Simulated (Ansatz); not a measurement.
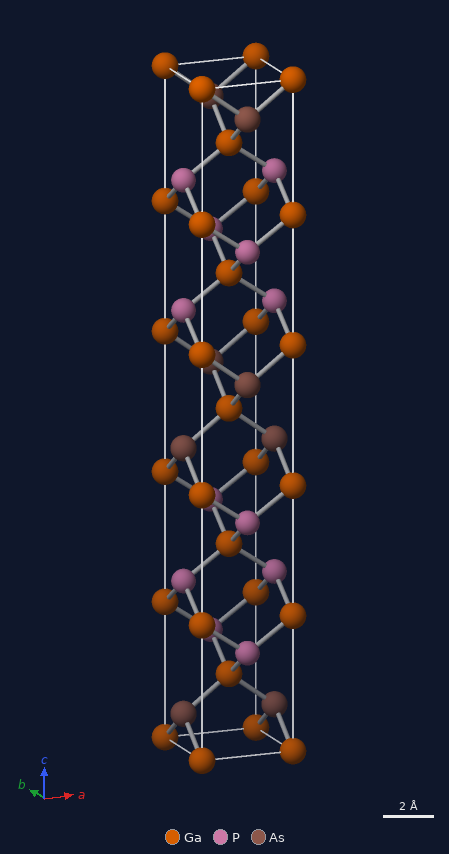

An orthographic ball-and-stick view of the structure, slightly off an axis. Thin lines show the conventional unit cell, with boundary atoms drawn in all their periodic places.

Ga$_{5}$As$_{2}$P$_{3}$, space group I-4m2 (No. 119), a = 3.958 Å, b = 3.958 Å, c = 28.028 Å, α = 90.00°, β = 90.00°, γ = 90.00°. Its origin is a structure type filled with these elements by a generator (whether the compound takes this form wasn't checked). Earlier steps of the study, as a rule a relaxation of our own, may have changed the cell and positions, so they can lie some per cent off the listed ones. It was run through Ansatz as a DFT input.

This one geometry was computed with Ansatz (DFT, plane waves, PAW) at three levels of theory: PBE, r2SCAN and LDA.

Question: Which level gives the highest pressure at this volume, and what does that say about its equilibrium volume?

Answer: Highest: PBE (0.0 GPa), which points to the largest equilibrium volume. Lowest, with the smallest volume: LDA (-4.8 GPa). Levels within 0.5 GPa of each other can't be told apart.

Question: How does the band gap change with the level of theory?

Answer: LDA: a gap of 0.71 eV, direct; PBE: a gap of 0.93 eV, direct; r2SCAN: a gap of 1.42 eV, direct.

Question: Collect the results in a table.

Answer:
| level | cutoff (eV) | k-mesh of the run's cell | gap (eV) | pressure (GPa) |
| --- | --- | --- | --- | --- |
| PBE | 420 | 10×10×10 | 0.93 | 0.0 |
| r2SCAN | 500 | 10×10×10 | 1.42 | -2.6 |
| LDA | 420 | 10×10×10 | 0.71 | -4.8 |

Gaps are taken on the k-mesh or band path of each run.
